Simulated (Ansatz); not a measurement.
# GeH3N: the cost of one run

Program: Ansatz 0.2.0, Gaussian basis. Level of theory: cc-pVTZ, core rule «outside noble gas», up to 15 orbitals frozen. These are calculated values, not measurements.

To be run: UHF; CCSD(T) on ROHF; CCSD(T) on UHF; BCCD(T) on ROHF; CCSDT(Q) on ROHF; CCSDT(Q) on UHF; CASSCF and NEVPT2, 11 electrons in 11 orbitals.

2 further runs of the same task are left out: 2 set aside as unsound or not needed.

## 1. The geometry

The geometry is a PBE0/def2-TZVP stationary point (not a proven minimum) of the parent state, kept for this charge and spin. No spin-orbit coupling is included. The filled d shell of Ge may be among the frozen orbitals whatever the setting's name suggests; the logs give the count.

5 atoms, charge 1, spin multiplicity 2.

Atoms are counted from 1 here; the program's logs count them from 0.

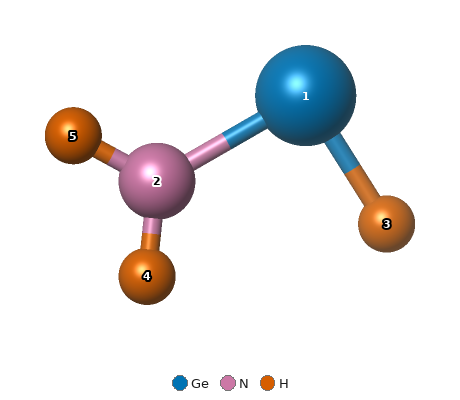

The structure; germanium blue, nitrogen pink, hydrogen orange; atoms are numbered from 1 in the order of the file.

## 2. UHF

The input, in.yaml:

```yaml
crystal:
  periodic: [false, false, false]
  atoms:
    - {symbol: Ge, position_ang: [0.000000, -0.029201, 0.335370]}
    - {symbol: N, position_ang: [0.000000, 0.033731, -1.479233]}
    - {symbol: H, position_ang: [0.000000, 1.567055, 0.464899]}
    - {symbol: H, position_ang: [0.000000, 0.871757, -2.038009]}
    - {symbol: H, position_ang: [0.000000, -0.803094, -2.040289]}
basis:
  gaussian: {orbitals: cc-pVTZ}
total_charge: 1
magnetization: {spin_polarized: true, initial_magnetization: 1}
hamiltonian: {xc: hf}
output: {orbitals: {seedname: orbitals}}
```

Launch:

```bash
> ansatz run in.yaml --threads 1 --pin off --events-out ev --progress --plain --max-ram 2816MiB --backend cpu
```

**Question.** How long does this run take on 1 thread of AMD EPYC 7R13, shared host, and how much memory does it need?

About 8.5 s, with a peak of 0.36 GiB.
